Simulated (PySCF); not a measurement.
# EPR calculation of C₆H₉Si₂

C₆H₉Si₂, multiplicity 2, computed with UKS B3LYP, pcH-1 on C H Si, non-relativistic, mean-field spin-orbit, GIAO (PySCF 2.14.0).

It belongs to a series of runs on one base structure; here: H removed from sp3 C.

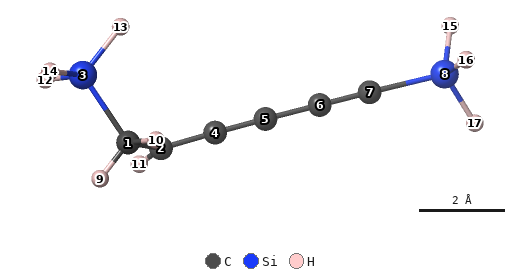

The structure as given in the input (ball-and-stick view, seen at a tilt; atoms are numbered from 1 in the order of the input). Bond lengths as drawn: C–C 1.23 to 1.48 Å, C–H 1.08 to 1.09 Å, C–Si 1.83 to 1.93 Å and H–Si 1.46 to 1.47 Å.

## Input
```
{"job": {"kind": "epr", "basis": "pcH-1"}, "charge": 0, "multiplicity": 2}
C     -2.589592    -1.192924     0.071731
C     -1.620442    -0.712014    -0.931389
Si    -3.717147     0.265074     0.627326
C     -0.355694    -0.374448    -0.637395
C      0.815785    -0.095592    -0.351224
C      2.082794     0.203092    -0.071100
C      3.249778     0.475928     0.185315
Si     5.003987     0.867766     0.548588
H     -3.218860    -1.975595    -0.353557
H     -2.075850    -1.598404     0.943199
H     -1.970486    -0.580725    -1.946426
H     -4.412461     0.779787    -0.553353
H     -2.874544     1.299696     1.221476
H     -4.684836    -0.251735     1.596428
H      5.218238     2.308463     0.370711
H      5.286063     0.479572     1.934109
H      5.856270     0.114089    -0.377832
```

The first line tells a small driver script what to run in PySCF; the rest is the geometry in Å.

Machine: 1 CPU thread, shared host.

Run as:
```bash
OMP_NUM_THREADS=1 python <driver script> task.json out
```

## What the program printed
```
UKS, coarse grid
  cycle   1  E = -812.88504750  |g| = 3.25e-01
  cycle   2  E = -812.87371033  |g| = 3.33e-01
  cycle   3  E = -812.92511533  |g| = 1.35e-01
  cycle   4  E = -812.93429377  |g| = 6.18e-02
  cycle   5  E = -812.93668589  |g| = 1.43e-02
  cycle   6  E = -812.93681104  |g| = 9.48e-03
  cycle   7  E = -812.93687405  |g| = 5.91e-03
  cycle   8  E = -812.93690889  |g| = 2.43e-03
  cycle   9  E = -812.93691961  |g| = 7.54e-04
  cycle  10  E = -812.93692254  |g| = 4.36e-04
UKS, final grid
  cycle   1  E = -812.93692152  |g| = 4.37e-04
  cycle   2  E = -812.93692150  |g| = 6.95e-04
  cycle   3  E = -812.93692175  |g| = 2.38e-04
  cycle   4  E = -812.93692180  |g| = 1.20e-04
  cycle   5  E = -812.93692187  |g| = 6.47e-05
  cycle   6  E = -812.93692187  |g| = 1.85e-05
E = -812.93692187 Eh   <S^2> = 0.7801 (exact 0.7500)
g shifts (ppm)      1          2          3
  rmc          -144       -144       -144
  gc             -7         31         26
  oz_so         -61        618        938
  total        -212        505        820
hyperfine (MHz)  atom isotope    a_iso     a_fc   dipolar eigenvalues
    0   13C     -20.07     -20.08     -2.96     -1.32      4.28
    1   13C      51.88      51.95    -48.24    -47.22     95.45
    2  29Si     -74.62     -74.70    -12.63      5.79      6.84
    3   13C     -58.35     -58.38    -20.37     -2.09     22.45
    4   13C      42.01      42.07    -39.83    -27.73     67.56
    5   13C     -44.05     -44.07    -16.02     -0.47     16.48
    6   13C      28.95      29.00    -29.02    -17.71     46.73
    7  29Si      16.93      16.96     -0.87     -0.32      1.19
    8    1H      43.53      43.53     -3.06     -2.05      5.10
    9    1H      15.97      15.97     -2.39     -1.73      4.12
   10    1H     -44.05     -44.06    -21.89     -0.54     22.42
   11    1H      -2.18      -2.18     -1.77     -1.02      2.79
   12    1H      -2.04      -2.04     -1.76     -0.80      2.56
   13    1H      18.95      18.95     -1.28     -0.64      1.92
   14    1H      24.91      24.91     -1.38     -0.76      2.14
   15    1H       2.87       2.87     -1.21     -1.15      2.36
   16    1H      21.21      21.21     -1.35     -0.83      2.18
```

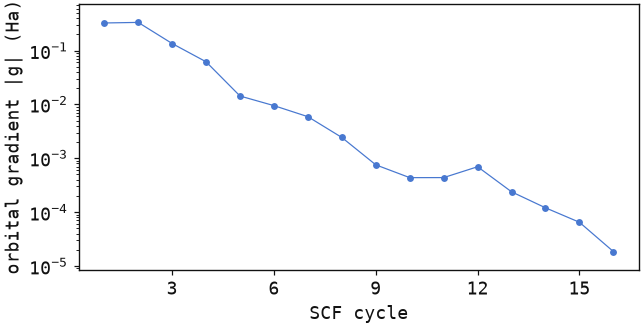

Convergence of the self-consistent field: orbital gradient |g| against the SCF cycle. All cycles printed in the log are drawn one after another.

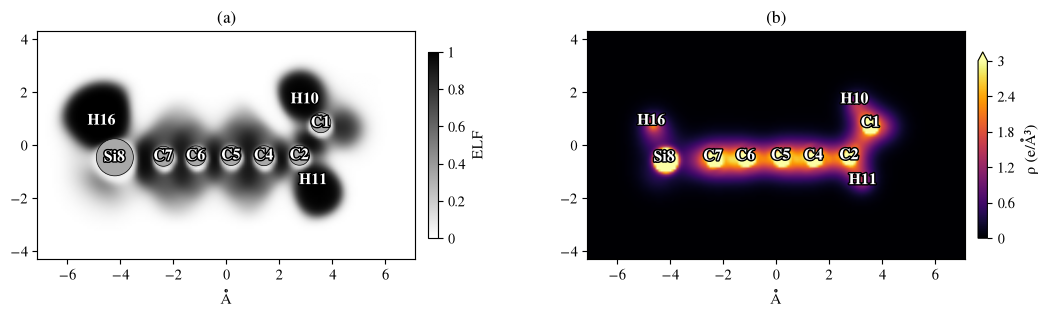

(a) electron localisation function; (b) electron density on the plane of atoms C7, Si8 and H16. Grey discs, where drawn, cover atomic cores. The section cuts through C, Si and H sites. C–H (1.08 Å): ρ is about 2.3 e/Å³ halfway, with its minimum of 1.8 e/Å³ about 0.9 Å from C; the ELF climbs to about 1 towards the hydrogen, as it does in any bond to H. C–C (1.33 Å): ρ is about 2.1 e/Å³ halfway; the ELF peaks at about 0.95 between the atoms; a double or triple bond. Si–H (1.47 Å): ρ at the midpoint is about 0.9 e/Å³; the ELF climbs to about 1 towards the hydrogen; a covalent bond by its length.

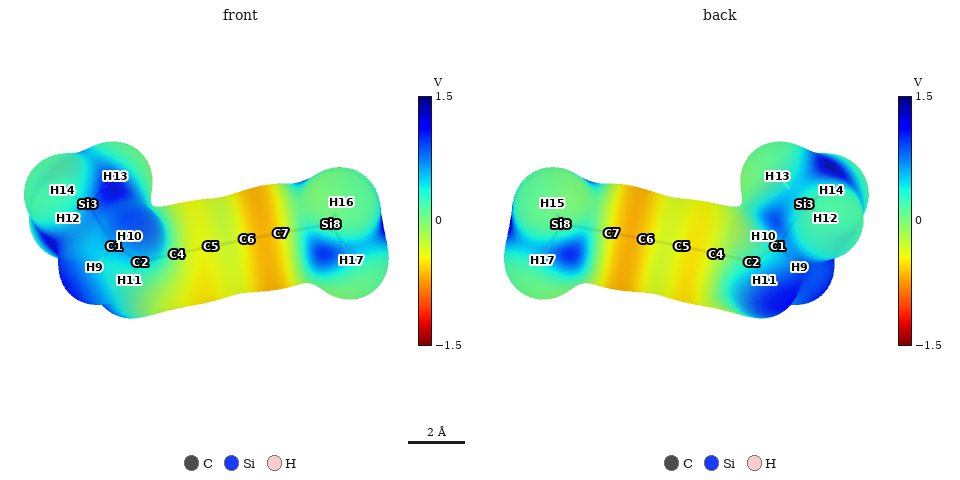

The molecular electrostatic potential painted on the density surface at 0.002 e/bohr³, seen face on and from behind; the colour scale runs from red (negative) to blue (positive).

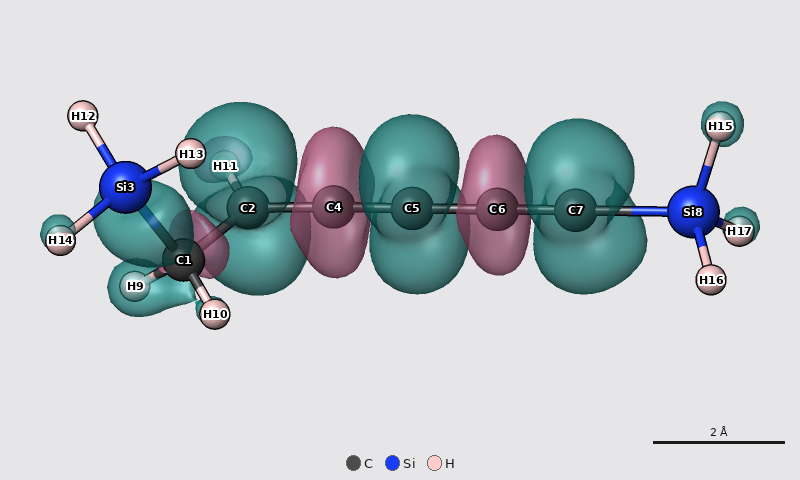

Isosurfaces of the spin density at +0.01 (teal) and −0.01 e/Å³ (pink), seen from the side. The unpaired spin (1 electron) lies mostly on C2 (about 0.4), C5 (about 0.3) and C7 (about 0.2), in electrons by Hirshfeld's partition.

## Key numbers

```json
{"quantity": "outcome", "value": "converged"}
{"quantity": "total energy", "value": "−812.936922 hartree"}
{"quantity": "⟨S²⟩", "value": "0.780"}
{"quantity": "isotropic g", "value": "2.0027"}
{"quantity": "wall time", "value": "1.8 min"}
{"quantity": "peak memory", "value": "1.1 GiB"}
```
